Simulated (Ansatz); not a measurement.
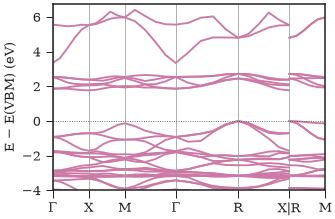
*Band structure from the program Ansatz at the HSE06 level (PAW)*

Read off the gap and where the band edges lie.

About 1.8 eV (1.77 eV among the points solved); maximum at R, minimum at X.

The material is VCu3Se4 in space group P-43m (No. 215; V on 1a, Cu on 3d, Se on 4e).

The first step of the workflow began from a Materials Project structure, measured or hypothetical; the Crystallography Open Database copy checked does not list it. Its standing as an ambient phase is unchecked. Symmetry was held in the HSE06 relaxation; whether a distortion lowers the energy is not shown. No spin polarisation was allowed. The hybrid was solved on a coarse mesh, the path and, where they were found, the r²SCAN edge points; its band edges are the extreme levels among these. Spin–orbit coupling is left out wherever it is not named.

Potentials: the later of the program's two PAW sets.
